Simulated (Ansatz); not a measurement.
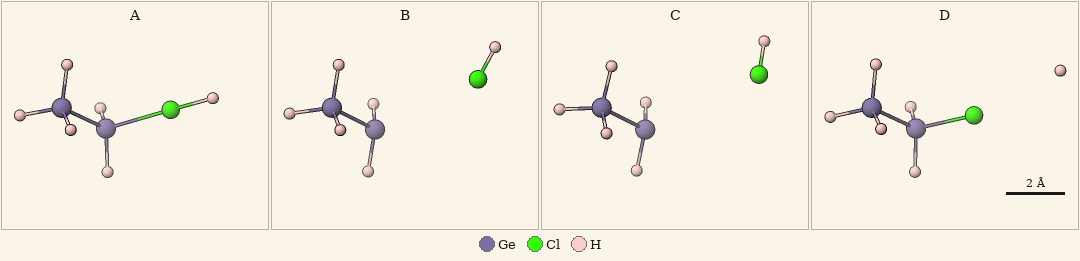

4 geometries from a converged minimum-energy path of Ge2H6Cl (multiplicity 2), made up at the start of Ge$_{2}$H$_{5}$Cl and H, shuffled. The picture is a ball-and-stick view, seen from a free direction.

Theory: UHF/def2-SVP in Ansatz 0.2.0. Set-up: 7 movable images; climbing image; force threshold 0.05 eV/Å; iteration limit 60; starting path through a guess of the saddle point.

Which frame is the top of the path?

A. In order along the path, whose images run from 0 to 8: D (image 1, 0.00 eV), A (image 4, +1.19 eV), B (image 7, −0.25 eV), C (image 8, −0.26 eV). Breaking: Cl–Ge (2.19 → 4.62 Å). Forming: Cl–H (3.86 → 1.27 Å).

Limits of the set-up: the start holds two separate molecules, 3.9 Å apart at their closest, whose relative position is a soft coordinate and is computed without a dispersion correction; Hartree-Fock leaves out electron correlation.

Cost: 6.2 min on 4 threads of Arm Neoverse V1, on a shared host, peak memory 0.4 GiB.
